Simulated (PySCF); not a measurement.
# nitroxyl (HNO): electronic excitations at several levels of theory, part 2 of 2

PySCF 2.14.0. Atoms count from 0.

## 10. TDDFT and polarisability: PBE0/aug-cc-pVTZ

Job settings and geometry (Å):

```
{"job": {"kind": "uv", "xc": "PBE0", "basis": "aug-cc-pVTZ"}, "charge": 0, "multiplicity": 1}
N     -0.344650     0.226359    -0.184663
O     -0.271068    -0.703293     0.552794
H      0.630048     0.441624    -0.572153
```

Level: TDDFT PBE0/aug-cc-pVTZ, vertical, gas phase, core orbitals frozen in the response.

Log:

```text
coarse grid: 2768 points
cycle   1  E = -130.3193660430  dE =  2.702e-01  |g| = 6.044e-01  |ddm| = 3.151e+00
cycle   2  E = -130.0484486789  dE =  2.709e-01  |g| = 1.368e+00  |ddm| = 1.689e+00
cycle   3  E = -130.3869139942  dE = -3.385e-01  |g| = 4.900e-02  |ddm| = 1.200e+00
cycle   4  E = -130.3872986755  dE = -3.847e-04  |g| = 1.237e-02  |ddm| = 6.515e-02
cycle   5  E = -130.3873232148  dE = -2.454e-05  |g| = 3.264e-03  |ddm| = 1.430e-02
cycle   6  E = -130.3873251224  dE = -1.908e-06  |g| = 1.061e-03  |ddm| = 4.195e-03
final grid: 27576 points
cycle   7  E = -130.3828080714  dE =  7.014e-06  |g| = 1.262e-02  |ddm| = 3.503e-02
cycle   8  E = -130.3826918715  dE =  1.162e-04  |g| = 2.871e-02  |ddm| = 3.622e-02
cycle   9  E = -130.3828350348  dE = -1.432e-04  |g| = 6.868e-04  |ddm| = 2.518e-02
cycle  10  E = -130.3828351304  dE = -9.556e-08  |g| = 1.429e-04  |ddm| = 1.029e-03
cycle  11  E = -130.3828351344  dE = -4.069e-09  |g| = 3.141e-05  |ddm| = 2.118e-04
cycle  12  E = -130.3828351346  dE = -1.902e-10  |g| = 3.802e-06  |ddm| = 3.370e-05
converged SCF energy = -130.3828351346

Static polarisability (au): isotropic 14.874, principal 10.483 13.975 20.163

Singlet excitations
state   eV       nm        f      main configurations
  1   1.5612    794.2   0.00024   H->L 1.00
  2   5.7026    217.4   0.04227   H->L+1 0.98
  3   7.2065    172.0   0.02288   H->L+2 0.99
  4   7.5488    164.2   0.00182   H-1->L 0.99
  5   7.7892    159.2   0.05597   H->L+3 0.96
  6   7.8026    158.9   0.00176   H->L+4 0.99
  7   8.5964    144.2   0.03597   H->L+5 0.94
  8   9.3961    132.0   0.00360   H->L+6 0.98
  9   9.7234    127.5   0.00188   H-3->L 0.93
 10   9.8441    125.9   0.02297   H->L+7 0.79, H-2->L 0.18

Triplet excitations (Tamm-Dancoff, eV): 0.5043 5.2617 5.6263 6.2054
```

Run time: 2.1 s. Hardware: 1 thread of Arm Neoverse V2, shared host; peak memory 0.35 GiB.

In short: HOMO -7.13 eV, LUMO -2.84 eV; lowest singlet 1.56 eV.

## 11. Ultraviolet spectrum: PBE0/def2-TZVPD

Job settings and geometry (Å):

```
{"job": {"kind": "uv", "xc": "PBE0", "basis": "def2-TZVPD"}, "charge": 0, "multiplicity": 1}
N     -0.344650     0.226359    -0.184663
O     -0.271068    -0.703293     0.552794
H      0.630048     0.441624    -0.572153
```

Method: TDDFT PBE0/def2-TZVPD, vertical, gas phase, core orbitals frozen in the response.

Log:

```text
coarse grid: 2768 points
cycle   1  E = -130.3204978103  dE =  2.715e-01  |g| = 6.057e-01  |ddm| = 1.420e+00
cycle   2  E = -130.0462274357  dE =  2.743e-01  |g| = 1.371e+00  |ddm| = 8.379e-01
cycle   3  E = -130.3887178823  dE = -3.425e-01  |g| = 4.835e-02  |ddm| = 5.739e-01
cycle   4  E = -130.3891037011  dE = -3.858e-04  |g| = 1.257e-02  |ddm| = 4.326e-02
cycle   5  E = -130.3891291922  dE = -2.549e-05  |g| = 3.833e-03  |ddm| = 9.913e-03
cycle   6  E = -130.3891319300  dE = -2.738e-06  |g| = 1.102e-03  |ddm| = 3.047e-03
final grid: 27576 points
cycle   7  E = -130.3869090599  dE =  6.161e-06  |g| = 1.224e-02  |ddm| = 1.708e-02
cycle   8  E = -130.3867986611  dE =  1.104e-04  |g| = 2.786e-02  |ddm| = 1.578e-02
cycle   9  E = -130.3869346196  dE = -1.360e-04  |g| = 6.576e-04  |ddm| = 1.109e-02
cycle  10  E = -130.3869347060  dE = -8.641e-08  |g| = 1.562e-04  |ddm| = 6.270e-04
cycle  11  E = -130.3869347110  dE = -4.937e-09  |g| = 3.164e-05  |ddm| = 1.375e-04
cycle  12  E = -130.3869347112  dE = -1.950e-10  |g| = 4.344e-06  |ddm| = 1.943e-05
converged SCF energy = -130.3869347112

Static polarisability (au): isotropic 14.773, principal 10.487 13.826 20.006

Singlet excitations
state   eV       nm        f      main configurations
  1   1.5613    794.1   0.00024   H->L 1.00
  2   6.1371    202.0   0.05959   H->L+1 0.99
  3   7.5489    164.2   0.00183   H-1->L 0.98
  4   7.5939    163.3   0.03036   H->L+2 0.98
  5   7.9041    156.9   0.00087   H->L+3 0.99
  6   8.0874    153.3   0.04927   H->L+4 0.98
  7   9.2141    134.6   0.00025   H->L+5 0.97
  8   9.7380    127.3   0.00210   H-3->L 0.99
  9   9.9442    124.7   0.01388   H->L+6 0.82, H-2->L 0.15
 10  10.3772    119.5   0.01209   H->L+7 0.99

Triplet excitations (Tamm-Dancoff, eV): 0.4986 5.5153 5.6269 6.1987
```

It took 1.6 s on 1 thread of Arm Neoverse V2, shared host; peak memory 0.35 GiB.

This run: HOMO -7.11 eV, LUMO -2.81 eV; lowest singlet 1.56 eV.

## 12. Run by run: electronic excitations

Excitations and ground-state properties, with basis size and wall time:

```tsv
run	lowest singlet (eV)	brightest (eV)	f	gap (eV)	α (Å³)	μ (D)	functions	time
BHandHLYP/def2-SVPD	1.57	9.43	0.113	7.49	2.05	1.82	51	3 s
CAM-B3LYP/def2-SVPD	1.52	10.61	0.091	7.13	2.11	1.75	51	3.3 s
wB97X-D/def2-SVPD	1.53	10.75	0.084	8.22	2.11	1.73	51	3 s
LC-wPBE/def2-SVPD	1.47	10.86	0.085	9.83	2.06	1.78	51	4.2 s
PBE0/6-31G*	1.59	16.17	0.257	4.35	1.49	1.65	30	0.64 s
PBE0/def2-SVP	1.52	10.82	0.188	4.30	1.48	1.69	33	0.72 s
PBE0/def2-TZVP	1.57	10.55	0.181	4.32	1.81	1.66	68	1.2 s
PBE0/aug-cc-pVDZ	1.54	10.28	0.082	4.25	2.14	1.62	55	1 s
PBE0/aug-cc-pVTZ	1.56	7.79	0.056	4.29	2.20	1.62	115	2.1 s
PBE0/def2-TZVPD	1.56	6.14	0.060	4.30	2.19	1.61	86	1.6 s
```

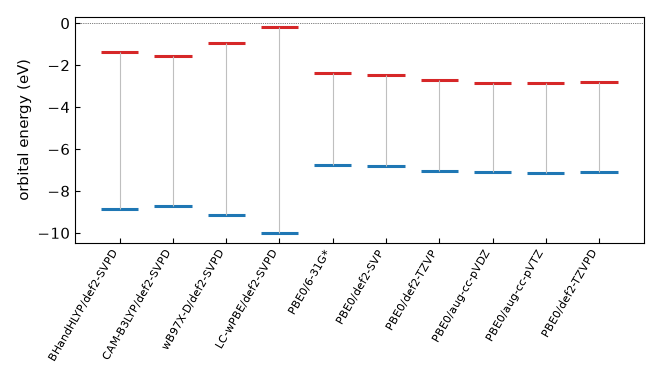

HOMO (blue) and LUMO (red) run by run.

## 13. What came out

This closing draws on all 2 parts.

```
                                quantity                                             value
    lowest singlet (BHandHLYP/def2-SVPD)                       1.57 eV (792 nm), f = 0.000
brightest single state of those computed                       state 6, 9.43 eV, f = 0.113
                          lowest triplet                                           0.52 eV
       vertical ionisation energy (ΔSCF)                                          10.61 eV
       vertical electron affinity (ΔSCF)  -0.02 eV (unbound: the value hangs on the basis)
             range of the lowest singlet                                   1.47 to 1.59 eV
```

What this shows: Single values in the summary come from the first run of each kind that ended normally (BHandHLYP/def2-SVPD), which need not be the best level. The lowest singlet, at 1.57 eV, is HOMO→LUMO 0.99 and is dark; of the 10 states computed, the strongest absorption comes from state 6 at 9.43 eV (the last state computed is bright too, and its partners may lie past the list). The lowest triplet lies 1.05 eV below the lowest singlet (triplets in Tamm-Dancoff, singlets in full TDDFT). At BHandHLYP/def2-SVPD, the highest states lie near or above the ionisation energy, where they hang on the basis. The orbital energy would give 8.88 eV for ionisation, ΔSCF gives 10.61 eV. The lowest singlet runs from 1.47 eV (LC-wPBE/def2-SVPD) to 1.59 eV (PBE0/6-31G*), while the orbital gap spans 4.25 to 9.83 eV. The lowest state need not be the same one in every run. The runs solved for a few states only, so the brightest column depends on that window.
